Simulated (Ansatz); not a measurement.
Process, species as SMILES: Cl[C]=C → C=[C-]Cl (an electron is taken up)
B3LYP-D3(BJ)/def2-TZVP geometries, fixed; electronic energies without zero-point terms; positive where energy is released.

Basis-set convergence of the adiabatic electron affinity at B3LYP with Ansatz (an electronic-structure program). All functions are spherical. The program fits the integrals of some runs and decomposes those of others, by size. Open shells are unrestricted. No added dispersion term, no relativity. Functions are those of the species that has most. Reference: the value in aug-pcseg-3, 1.673 eV, itself unsure by roughly 0.005 eV (its mean distance from aug-cc-pV(Q+d)Z, def2-QZVPPD). Deviations are taken from unrounded values.

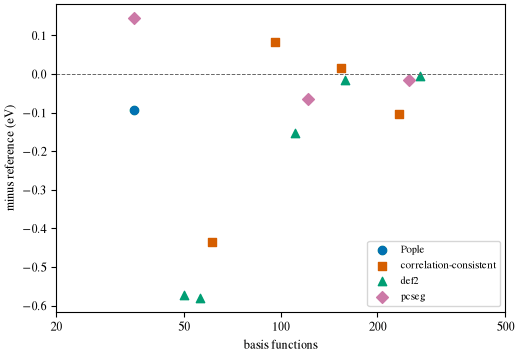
*Deviation from the reference against the number of basis functions, by family of sets.*

```tsv
basis	functions	adiabatic electron affinity (eV)	minus reference (eV)
3-21G	35	1.579	-0.094
pcseg-0	35	1.819	0.146
def2-SV(P)	50	1.101	-0.572
def2-SVP	56	1.094	-0.579
cc-pV(D+d)Z	61	1.238	-0.435
aug-cc-pV(D+d)Z	96	1.756	0.083
def2-TZVP	111	1.521	-0.152
pcseg-2	122	1.608	-0.065
jun-cc-pV(T+d)Z	154	1.689	0.016
def2-TZVPPD	159	1.658	-0.016
cc-pV(Q+d)Z	234	1.570	-0.104
pcseg-3	250	1.657	-0.016
def2-QZVPPD	271	1.667	-0.006
```
